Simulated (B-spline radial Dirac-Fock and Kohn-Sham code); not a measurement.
The lanthanum atom. Computed with a B-spline radial code: Dirac partial waves in the static Dirac–Fock field with Furness–McCarthy exchange, no polarisation or absorption.

Predict the main features of the following plot. A map of the differential cross section for elastic electron scattering over angle and energy (one row an energy, not to scale).

The deepest dip lies at 158 eV and 110° (0.013 bohr²/sr). Marked minima (at least 40 % below the values at larger angles) show at 160 eV (30°, 60°, 110° and 150°); 300 eV (60°, 100° and 150°); 390 eV (50°, 100° and 150°); 460 eV (50°, 90° and 140°); 660 eV (90° and 140°), and at further energies up to 1.3 keV; above that any minima are shallower. At 90° the cross section goes from 1.3 bohr²/sr at 160 eV to 4.5 × 10⁻⁵ at 150 keV. The model is rough under about 200 eV.

Here it is:

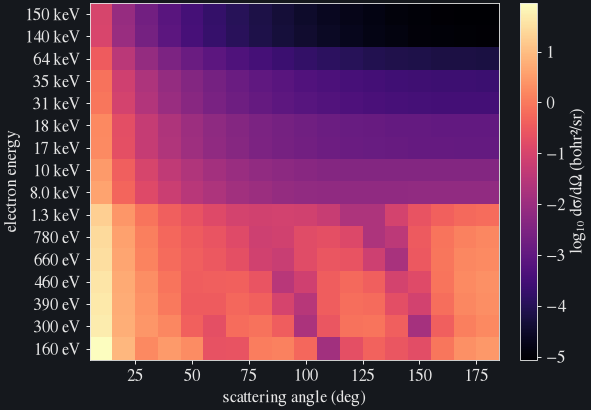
